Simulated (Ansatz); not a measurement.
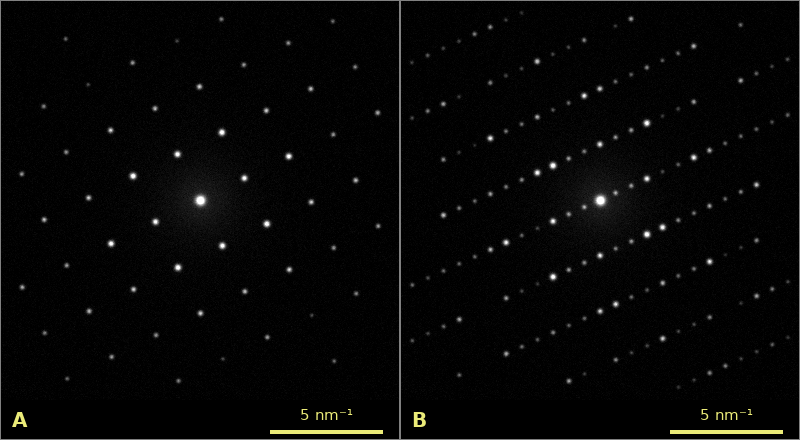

Kinematic electron diffraction patterns (300 kV, B = 0.5 Å², same scale, each along a low-index zone) of two structures of composition Cs3Cl2, each relaxed at zero pressure with DFT PBE, scalar-relativistic, plane waves, PAW in Ansatz 0.2.0.

The structures (standard cells):
1. P-62m (No. 189), a = 8.722 Å, c = 4.490 Å (hexagonal axes), 5 atoms; generated start, possibly hypothetical
2. R-3m (No. 166), a = 5.060 Å, c = 38.820 Å (hexagonal axes), 15 atoms; generated start, possibly hypothetical

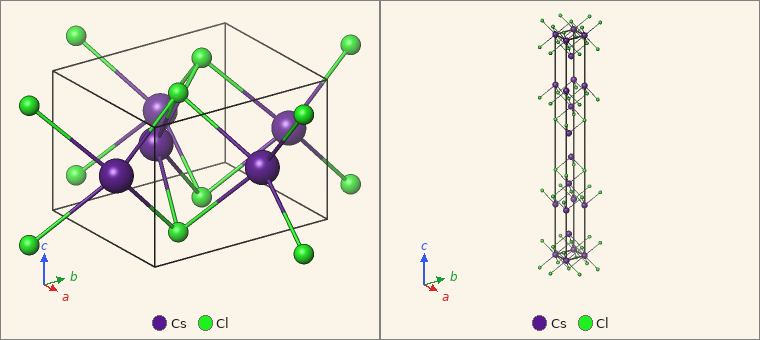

Drawings of the structures 1 to 2, from left to right (each may span several cells).

> Which pattern belongs to which structure, and along which zone?

A is structure 1 along [210] or an equivalent direction: rectangular net of 0 0 1 at d = 4.49 Å and 1 -2 0 at d = 4.36 Å, 90.0° apart (some points of this net are extinct or too weak to see). B is structure 2 along [100] or an equivalent direction: oblique net of 0 0 3 at d = 12.94 Å and 0 -1 1 at d = 4.35 Å, 83.6° apart (some points of this net are extinct or too weak to see).

> Rank the structures by their computed energy.

Structure 2 (R-3m, 57.39 Å³ an atom) is the lowest of these; structure 1 (P-62m, 59.16 Å³ an atom) lies about 42 meV an atom higher. These are static energies at 0 K; other structures, not shown, may lie lower still.
